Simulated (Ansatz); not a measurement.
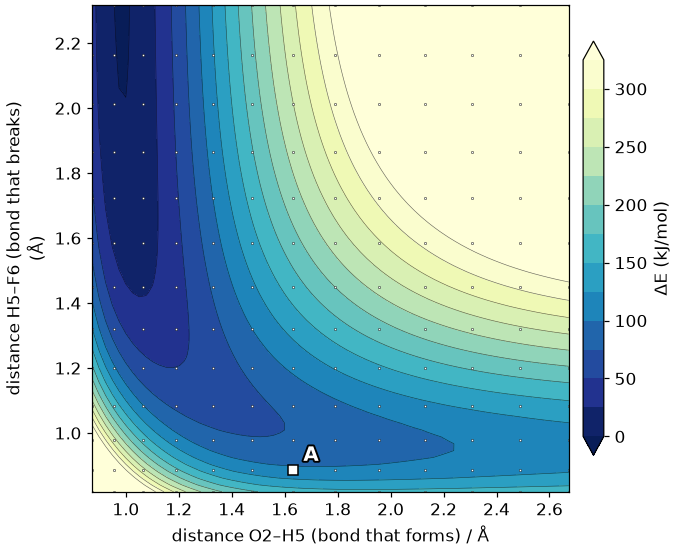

The reacting system AlF3H2O. Coordinates scanned: (1) distance O2–H5 (bond that forms); (2) distance H5–F6 (bond that breaks). Relaxed at each point: all other coordinates. The grid has 13 × 13 points. Points are written as (first, second). Energies are in kJ/mol, from the lowest grid point. The reference is spin-restricted, so regions where a bond is pulled apart into radicals lie too high. These are results of RKS PBE-D4/def2-SVP (Ansatz 0.2.0), not measurements.

The picture shows filled contours, dots at the grid points, one colour for all values above the top of the scale, the point A. Between grid points the surface is interpolated.

### Is A at rest? If not, where is it pushed?

A, at (1.630 Å, 0.886 Å), is not a stationary point. The computed force is 26 kJ/mol for each Å towards larger values of the first coordinate and 570 kJ/mol for each Å towards larger values of the second coordinate.
